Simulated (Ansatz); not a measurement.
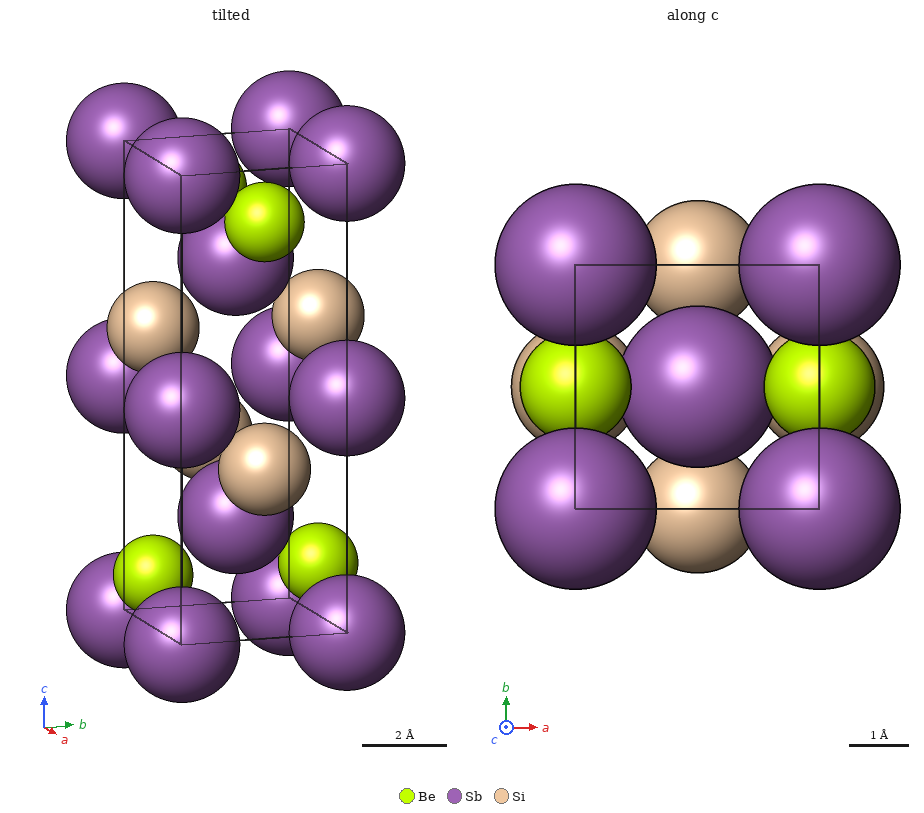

View slightly off an axis and along the c axis, drawn as a space-filling model. The parallelepiped is the conventional unit cell.

BeSiSb$_{2}$, space group P-4m2 (No. 115), a = 4.168 Å, b = 4.168 Å, c = 11.438 Å, α = 90.00°, β = 90.00°, γ = 90.00°. It derives from a structure type filled with these elements by a generator (whether the compound takes this form wasn't checked). Earlier steps of the study may have refined or changed the cell and positions. It went into a calculation with Ansatz.

This one geometry was computed with Ansatz (DFT, plane waves, PAW) at three levels of theory: PBE with spin-orbit coupling, r2SCAN and PBE. It was relaxed beforehand with r2SCAN.

How does the band gap change with the level of theory?

Answer. All levels give a metal.

Collect the results in a table.

Answer.
| level | cutoff (eV) | k-mesh of the run's cell | gap (eV) | pressure (GPa) |
| --- | --- | --- | --- | --- |
| PBE with spin-orbit coupling | 420 | 6×6×2 | metal | 1.1 |
| r2SCAN | 500 | 6×6×2 | metal | 0.0 |
| PBE | 420 | 6×6×2 | metal | 1.1 |

Gaps are taken on the k-mesh or band path of each run.
